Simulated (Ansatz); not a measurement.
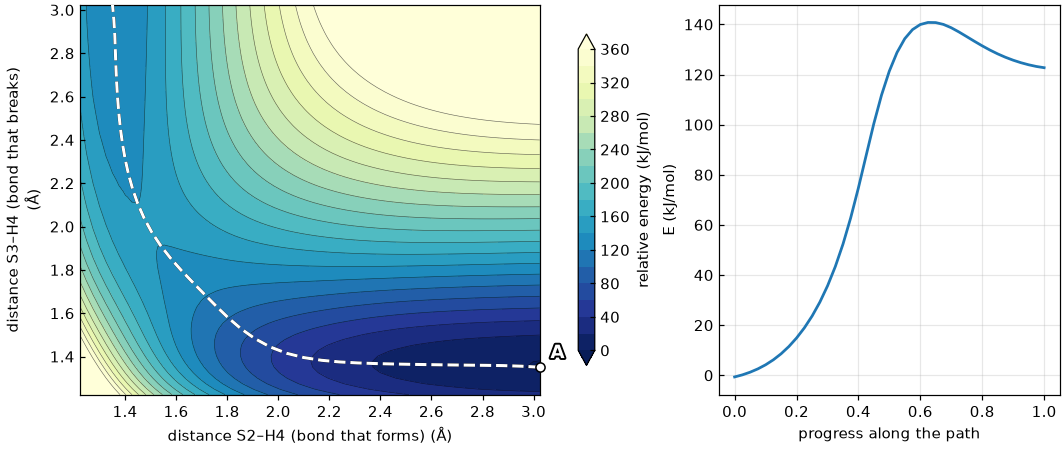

The reacting system F2H2S2Si (fragments F₂H₂S₂Si where the first distance is long, F₂SSi + H₂S where the second is long). The first coordinate is: distance S2–H4 (bond that forms); the second: distance S3–H4 (bond that breaks). Relaxed at each point: all other coordinates. The scan uses an 8 × 8 grid. Points are written as (first, second). Energies are in kJ/mol, from the lowest grid point. The reference is spin-restricted, so regions where a bond is pulled apart into radicals lie too high. Computed with RKS PBE0-D4/def2-SVP in Ansatz 0.2.0.

In the figure: filled contours, a line along the lowest path, one colour for all values above the top of the scale, the energy along the path at the right, the start A. Between grid points the surface is interpolated.

### Describe the path and its barrier.

The easiest path runs from the side where the first distance is long, (3.024 Å, 1.382 Å), to the side where the second distance is long, (1.382 Å, 3.024 Å). Its highest point, at about (1.50 Å, 1.97 Å), lies about 141 kJ/mol above the start and 18 kJ/mol above the end on the interpolated surface. An end on the edge of the scan is no minimum, so the barrier from there is a lower bound.
